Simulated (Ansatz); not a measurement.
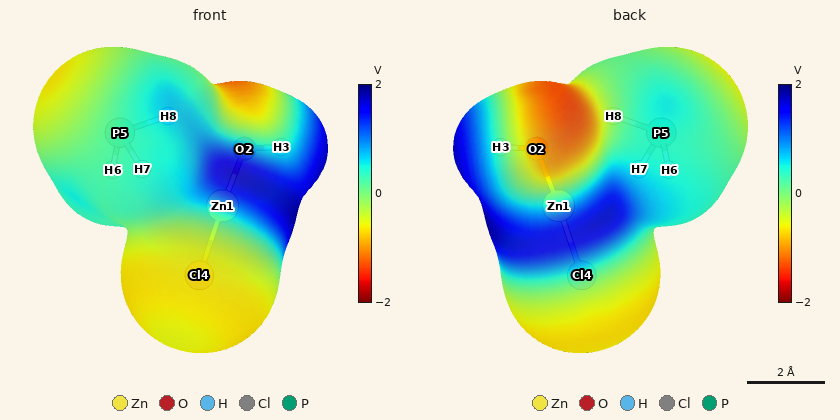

*ClHOZn···PH$_{3}$. The molecular electrostatic potential painted on the density surface at 0.001 e/bohr³, seen from the front and from behind; red is negative and blue positive.*

Method: Ansatz 0.2.0, RKS B3LYP/def2-SVP.

The calculation's input:

```
crystal:
  periodic: [false, false, false]
  atoms:
    - { symbol: Zn, position_ang: [-0.150386, -0.065347, 0.087378] }
    - { symbol: O, position_ang: [-0.340125, 0.078072, 1.859171] }
    - { symbol: H, position_ang: [-1.125787, -0.336185, 2.238597] }
    - { symbol: Cl, position_ang: [0.05452, -0.19518, -2.014478] }
    - { symbol: P, position_ang: [3.036457, 0.775273, 1.233956] }
    - { symbol: H, position_ang: [3.122396, -0.635642, 1.013662] }
    - { symbol: H, position_ang: [2.431965, 1.016545, -0.042838] }
    - { symbol: H, position_ang: [1.791459, 0.671064, 1.918352] }
basis:
  gaussian: { orbitals: def2-SVP }
hamiltonian:
  xc: b3lyp
relax:
  f_tol: 0.03
  max_steps: 50
output:
  orbitals: {}
```

Launched as:

```sh
ansatz run input.yaml --threads 2 --pin off --max-ram 3072MiB --backend cpu --events-out ev --progress --plain --runs-dir out
```

The fields are those of the run's last geometry, not of the input's.

**Describe the electrostatic potential map.**

The most negative region (about −1.4 V) lies over O2, the most positive (about +1.9 V) over Zn1. O2 is the likeliest acceptor of a hydrogen bond.
